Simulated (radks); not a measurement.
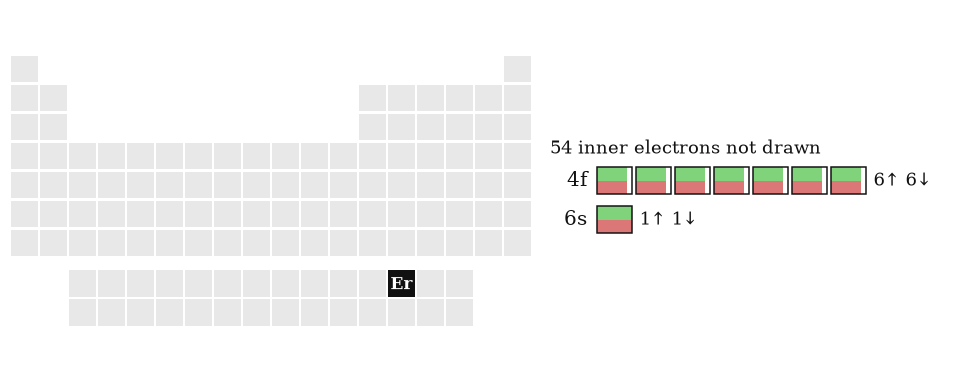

Fig. 1: Left, the place of erbium in the periodic table; right, the outer shells as the input fills them: a box for each of the 2l + 1 orbitals, shaded by the share of the shell that is filled, up spin in the upper half and down spin in the lower, with the electron count at the right.

## Run report: Er, atomic calculation

A free Er atom in the configuration [Xe] 4f12 6s2 (both spins equally filled). Computed at this level: scalar-relativistic Kohn-Sham, PBE, spin-polarised, spherical densities, point nucleus (the in-house radial solver radks).

**Results in brief**

| quantity | value |
| --- | --- |
| outcome | converged |
| total energy | −13086.3687 hartree |
| kinetic energy | 14189.8031 hartree |
| electron–nucleus energy | −32118.8500 hartree |
| Hartree energy | 5120.3040 hartree |
| exchange–correlation energy | −277.625733 hartree |
| radius at density 0.001 e/bohr³ | 5.10 bohr |
| SCF iterations | 18 |
| hardware | 1 CPU thread, shared host |
| wall time | 0.61 s |

**Input**
```
Z 68
configuration [Xe] 4f6 4f6 6s1 6s1
relativity scalar-relativistic
functional pbe,pbe
spin polarised
nucleus point
c 137.035999084
```

Energies in input and log are in hartree, lengths in bohr.

**Output**
```
1s      1   1.0000       -2108.56980372
2s      1   1.0000        -354.22785222
2p      1   3.0000        -313.27093840
3s      1   1.0000         -79.36871252
3p      1   3.0000         -66.91231555
3d      1   5.0000         -51.33256122
4s      1   1.0000         -15.65555241
4p      1   3.0000         -11.55990352
4d      1   5.0000          -6.07659517
4f      1   6.0000          -0.11535360
5s      1   1.0000          -1.90594337
5p      1   3.0000          -0.96965427
6s      1   1.0000          -0.14082398
1s      2   1.0000       -2108.56980372
2s      2   1.0000        -354.22785222
2p      2   3.0000        -313.27093840
3s      2   1.0000         -79.36871252
3p      2   3.0000         -66.91231555
3d      2   5.0000         -51.33256122
4s      2   1.0000         -15.65555241
4p      2   3.0000         -11.55990352
4d      2   5.0000          -6.07659517
4f      2   6.0000          -0.11535360
5s      2   1.0000          -1.90594337
5p      2   3.0000          -0.96965427
6s      2   1.0000          -0.14082398
Etot -13086.368665716269
Ekin 14189.803132520796
Encl -32118.85004780005
Eh 5120.303982274583
Exc -277.62573271159783
err 7.13169751953971e-10
it 18
```

**Orbitals**

| orbital | occupation | energy (eV) | ⟨r⟩ (bohr) | outer maximum (bohr) |
| --- | --- | --- | --- | --- |
| 1s up | 1 | −57377.1 | 0.02037 | 0.0129 |
| 1s down | 1 | −57377.1 | 0.02037 | 0.0129 |
| 2s up | 1 | −9639.0 | 0.08646 | 0.0732 |
| 2s down | 1 | −9639.0 | 0.08646 | 0.0732 |
| 2p up | 3 | −8524.5 | 0.07672 | 0.0596 |
| 2p down | 3 | −8524.5 | 0.07672 | 0.0596 |
| 3s down | 1 | −2159.7 | 0.2253 | 0.207 |
| 3s up | 1 | −2159.7 | 0.2253 | 0.207 |
| 3p down | 3 | −1820.8 | 0.2245 | 0.204 |
| 3p up | 3 | −1820.8 | 0.2245 | 0.204 |
| 3d up | 5 | −1396.8 | 0.2038 | 0.166 |
| 3d down | 5 | −1396.8 | 0.2038 | 0.166 |
| 4s down | 1 | −426.009 | 0.5081 | 0.474 |
| 4s up | 1 | −426.009 | 0.5081 | 0.474 |
| 4p down | 3 | −314.561 | 0.5390 | 0.495 |
| 4p up | 3 | −314.561 | 0.5390 | 0.495 |
| 4d down | 5 | −165.353 | 0.5837 | 0.512 |
| 4d up | 5 | −165.353 | 0.5837 | 0.512 |
| 5s down | 1 | −51.863 | 1.253 | 1.11 |
| 5s up | 1 | −51.863 | 1.253 | 1.11 |
| 5p up | 3 | −26.386 | 1.497 | 1.28 |
| 5p down | 3 | −26.386 | 1.497 | 1.28 |
| 6s down | 1 | −3.832 | 4.018 | 3.37 |
| 6s up | 1 | −3.832 | 4.018 | 3.37 |
| 4f up | 6 | −3.139 | 0.8328 | 0.509 |
| 4f down | 6 | −3.139 | 0.8328 | 0.509 |

**Slater integrals of the outer shells (hartree)**

```tsv
integral	value
F0(4f,4f)	1.1489
F2(4f,4f)	0.5283
F4(4f,4f)	0.3283
F6(4f,4f)	0.2353
F0(4f,6s)	0.2949
G3(4f,6s)	0.0096
F0(4f,5p)	0.7210
F2(4f,5p)	0.2440
G2(4f,5p)	0.1338
G4(4f,5p)	0.1007
F0(4f,5s)	0.8247
G3(4f,5s)	0.1572
F0(6s,6s)	0.2249
F0(6s,5p)	0.2844
```

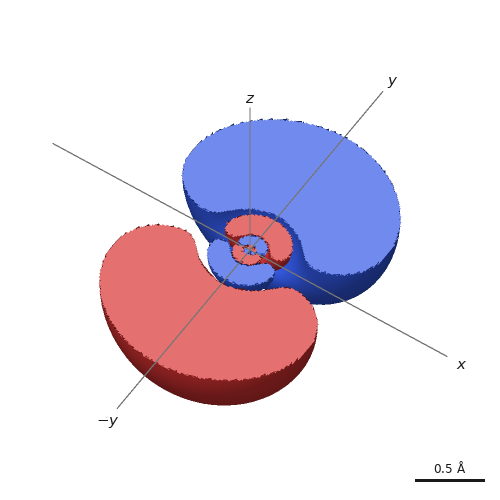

Fig. 2: One occupied orbital is shown. The surface of constant |ψ| that holds about 85 % of the electron is drawn, blue where ψ is positive and red where it is negative, with the half in front of the xy plane cut away and the cut face painted. The radial function comes from the spherical calculation and is multiplied by a real spherical harmonic; the overall sign is chosen so that the largest lobe of P(r) is positive; at the scalar-relativistic level it is the large component. It is 5p(y). It has the nodal plane xz and 3 radial nodes, at r = 0.0878, 0.257 and 0.647 bohr; only the outer 2 can be made out at this scale. The outermost maximum of P² lies at 1.28 bohr, ⟨r⟩ = 1.50 bohr, 90 % of the charge lies within 2.22 bohr, and the eigenvalue is −26.4 eV, with 6 electrons in the shell.

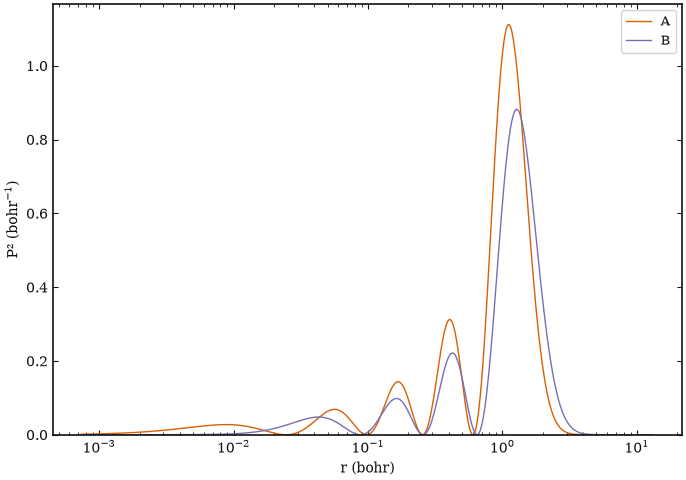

Fig. 3: The radial probability densities P² of 5s and 5p. A is 5s; B is 5p. 5s: outer maximum at 1.11 bohr, ⟨r⟩ = 1.25 bohr, 4 nodes, eigenvalue −51.9 eV; 5p: outer maximum at 1.28 bohr, ⟨r⟩ = 1.50 bohr, 3 nodes, eigenvalue −26.4 eV.

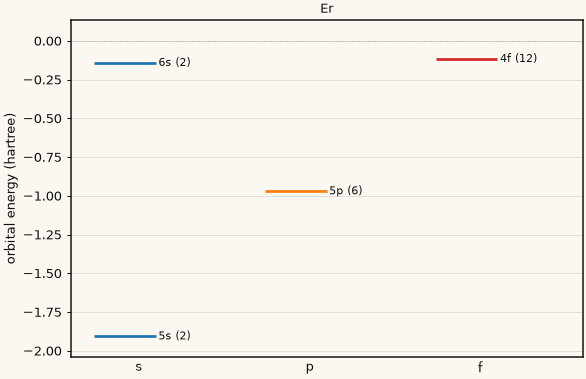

Fig. 4: The outer levels are drawn by angular momentum (occupations in brackets). The highest occupied level is 4f at −0.115 hartree. From the top down the occupied levels run 4f (−0.115 hartree), 6s (−0.141 hartree), 5p (−0.970 hartree), 5s (−1.91 hartree).
